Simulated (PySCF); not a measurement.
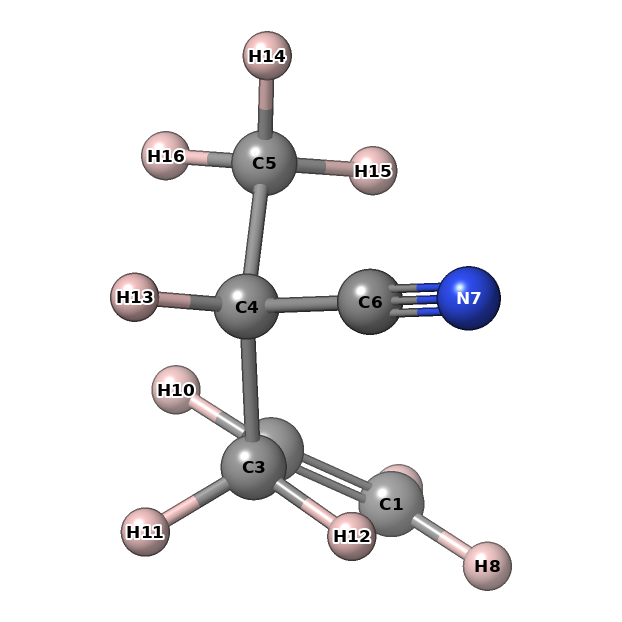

C2 lies behind C3. The molecule seen nearly along the C3–C2 bond, C3 in front. Depth is shown by fading: the farther an atom, the more it takes the colour of the background. Geometry: an image of a reaction path computed with GFN2-xTB, not a minimum.

**What is the torsion angle C4–C3–C2–C1? The sign is positive where the front bond must turn clockwise to cover the back bond.**

119°, anticlinal.
